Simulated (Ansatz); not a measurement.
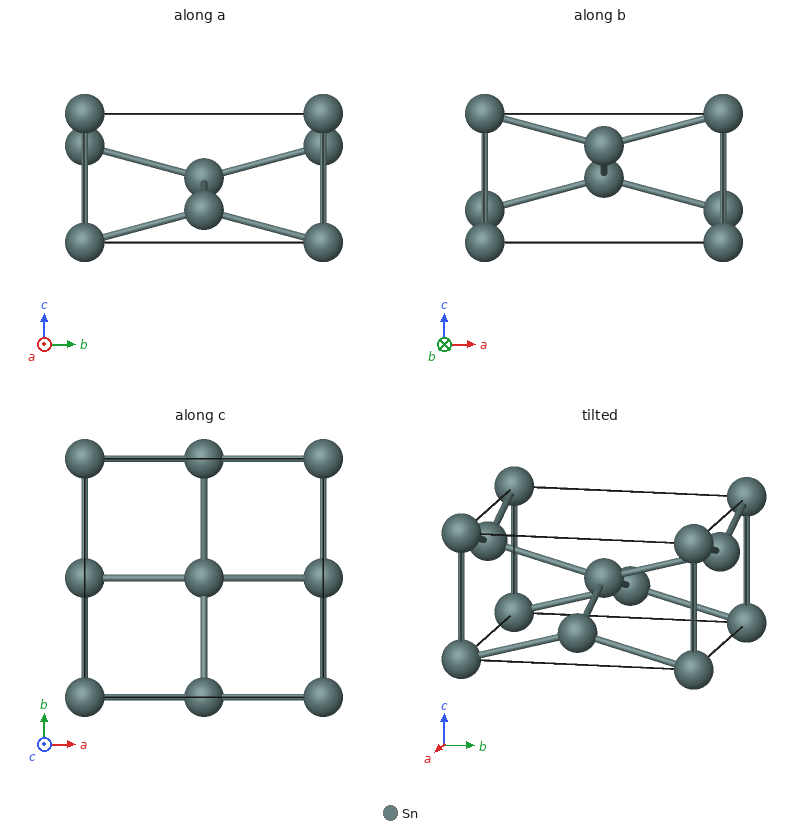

A ball-and-stick rendering, viewed along the a axis, along the b axis, along the c axis and slightly off an axis. The parallelepiped is the conventional unit cell.

Lattice parameters: a = 5.947 Å, b = 5.947 Å, c = 3.212 Å, α = 90.00°, β = 90.00°, γ = 90.00°. Put a along x and b in the xy plane.

Q: Write down what is shown as a POSCAR file.

A:
```
Sn
1.0
     5.947    0.000    0.000
     0.000    5.947    0.000
     0.000    0.000    3.212
Sn
4
Direct
  0.0000 0.5000 0.2500
  0.0000 0.0000 0.0000
  0.5000 0.0000 0.7500
  0.5000 0.5000 0.5000
```

Provenance: a structure type known for this element. Earlier steps of the study may have refined or changed the cell and positions. It was run through Ansatz as a DFT input.
